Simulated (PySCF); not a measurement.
Input

```
{"job": {"kind": "uv", "xc": "PBE0", "basis": "def2-SVPD", "nstates": 8, "ntriplets": 3}, "charge": 0, "multiplicity": 1}
F      0.405135    -2.352233     0.275062
C      0.098380    -1.049145     0.577823
C     -0.999283    -0.466348    -0.319473
C     -0.533856     0.976654    -0.507045
Cl    -1.115069     1.993808     0.830535
Ge     1.379698     0.412609    -0.046654
Cl     2.449480     1.549495     1.359004
H     -0.152935    -1.025421     1.641555
H     -0.970368    -0.980422    -1.281869
H     -2.002811    -0.551744     0.095897
H     -0.857254     1.448923    -1.430738
H      2.300083     0.043138    -1.220125
```

Launched as:

```sh
OMP_NUM_THREADS=1 python probes_run.py task.json out
```

Geometry: GFN2-xTB.

Level of theory: PySCF, PBE0/def2-SVPD, SCF density, gas phase.

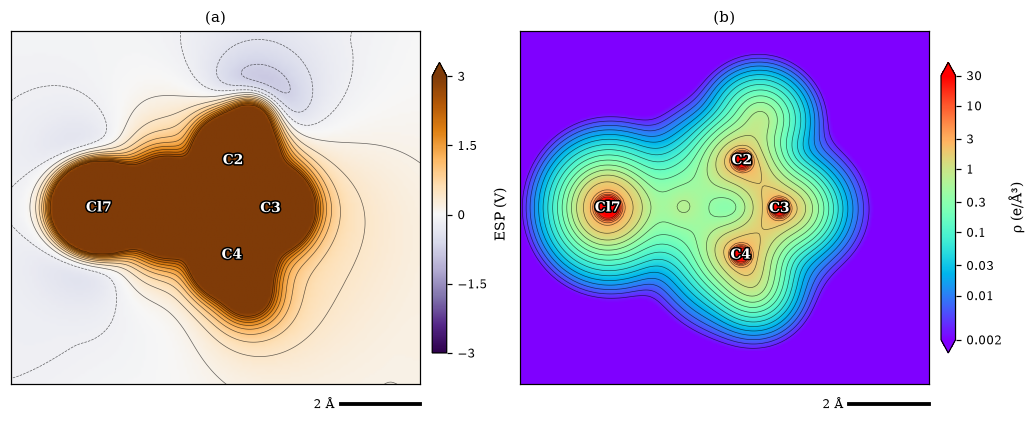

C3H5Cl2FGe. (a) molecular electrostatic potential; (b) electron density on the plane of atoms C2, C3 and C4.

> Interpret the plot.

- The section cuts through C and Cl sites.
- C–C (1.53 Å): the density is about 1.7 e/Å³ at the midpoint.
- Outside the dense part of the molecule the potential is most negative (−0.8 V) near F1, which lies off the plane.
